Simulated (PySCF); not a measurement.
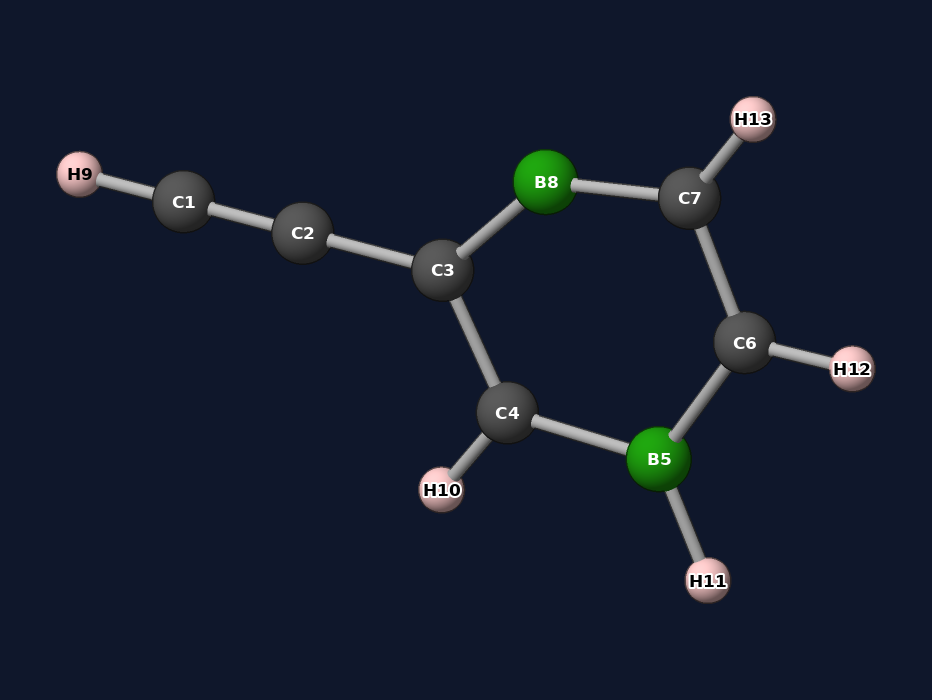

The questions are on Mulliken spin populations. Charge 0, doublet. Computed geometry: GFN2-xTB optimisation. No frequency run is at hand to confirm it as a minimum. Method: UKS B3LYP, pcH-1 on B C H, non-relativistic (PySCF 2.14.0).

List the Mulliken spin populations.

| atom | value (e) |
| --- | --- |
| C1 | 0.01 |
| C2 | 0.00 |
| C3 | −0.04 |
| C4 | 0.22 |
| B5 | 0.32 |
| C6 | 0.22 |
| C7 | −0.04 |
| B8 | 0.36 |
| H9 | 0.00 |
| H10 | −0.01 |
| H11 | −0.02 |
| H12 | −0.01 |
| H13 | 0.00 |

Mulliken values depend strongly on the basis set. The geometry is semi-empirical. Around B such bond lengths and angles can be off by a tenth of an ångström or more and by several degrees, and values that hang on the shape move with them.
